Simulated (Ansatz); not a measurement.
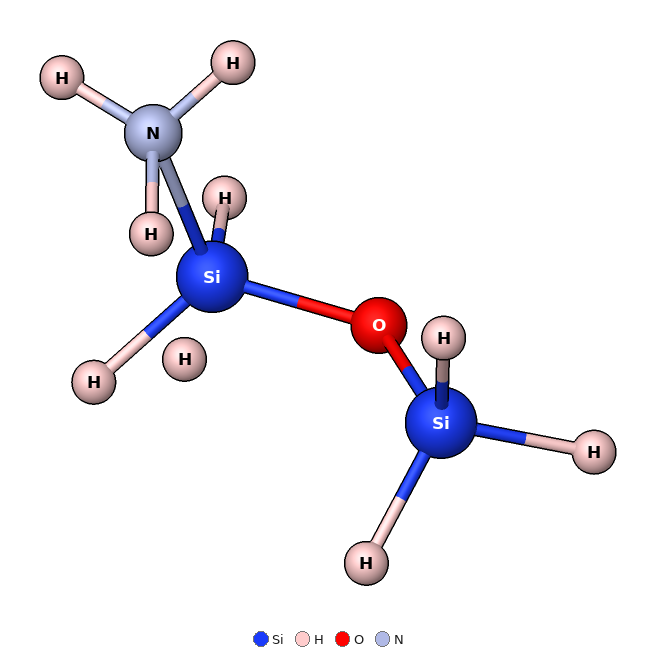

Harmonic vibrations computed with RKS PBE0-D4/def2-SVP (Ansatz 0.2.0) at a stationary point of the same level.

Is this a minimum or a saddle point?

Answer. A first-order saddle point: one imaginary frequency, 1343i cm⁻¹.

List the wavenumbers.

Answer. 33 modes: 1343i, 84, 113, 192, 263, 292, 424, 585, 612, 666, 684, 695, 758, 808, 858, 907, 920, 947, 973, 986, 1025, 1057, 1349, 1487, 1573, 1846, 2215, 2220, 2245, 2259, 2293, 3504, 3617 cm⁻¹.
